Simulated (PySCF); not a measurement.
C5H3NO (SMILES N#CC1=CCC1=O)

Input file:

```
{"job": {"kind": "uv", "xc": "PBE0", "basis": "def2-SVPD", "nstates": 6, "ntriplets": 2}, "charge": 0, "multiplicity": 1}
N      3.266037     0.503884     0.152761
C      2.134227     0.317663     0.131134
C      0.752383     0.102707     0.070277
C     -0.178830    -0.392001     0.914026
C     -1.340426    -0.222484    -0.029284
C     -0.277933     0.343969    -0.992947
O     -0.286669     0.781566    -2.098009
H     -0.130314    -0.778190     1.915552
H     -1.822403    -1.140791    -0.364185
H     -2.107189     0.488331     0.278147
```

Command:

```sh
OMP_NUM_THREADS=1 python probes_run.py task.json out
```

Geometry: GFN2-xTB.

Method: PySCF, PBE0/def2-SVPD, SCF density, gas phase.

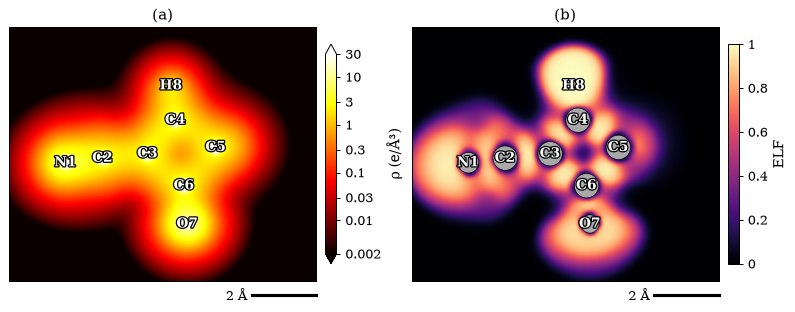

Figure 1. (a) total electron density; (b) electron localisation function on the plane of atoms C3, C6 and O7. Grey discs cover the atomic cores in the ELF map.

Describe what can be read from this map.

The section cuts through N, C, O and H sites.
C–N (1.15 Å): ρ is about 3.5 e/Å³ halfway; the ELF peaks at about 0.85 between the atoms (a short, multiple covalent bond).
C–O (1.19 Å): the density is about 3.5 e/Å³ at the midpoint; the ELF peaks at about 0.90 between the atoms (a multiple bond).
C–C (1.35 Å): ρ is about 2.2 e/Å³ halfway; the ELF peaks at about 0.90 between the atoms (localised, covalent bonding).
C–H (1.07 Å): ρ at the midpoint is about 2.1 e/Å³; the ELF climbs to about 1 towards the hydrogen, as it does in any bond to H: an ordinary covalent bond to hydrogen.
C–C (1.40 Å): the density is about 2 e/Å³ at the midpoint; the ELF peaks at about 0.95 between the atoms (a covalent bond).
The ELF also peaks beside O7 and N1, away from the bonds: lone-pair regions.

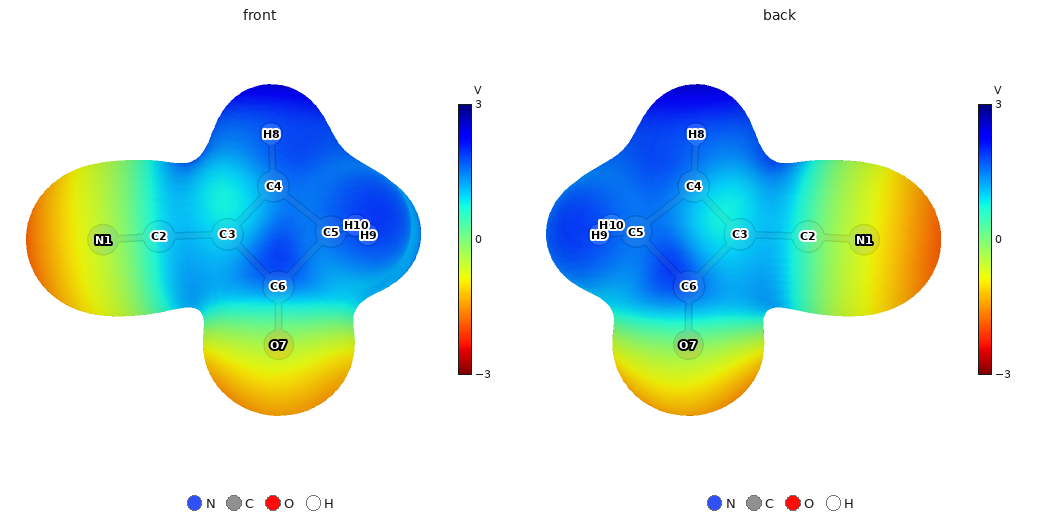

Figure 2. The electrostatic potential painted on the density surface at 0.004 e/bohr³, seen from the front and from behind; red is negative and blue positive.

Where is the surface potential most negative and most positive?

The most negative region (about −1.8 V) lies over N1, the most positive (about +2.5 V) over H8. N1 is the likeliest acceptor of a hydrogen bond.
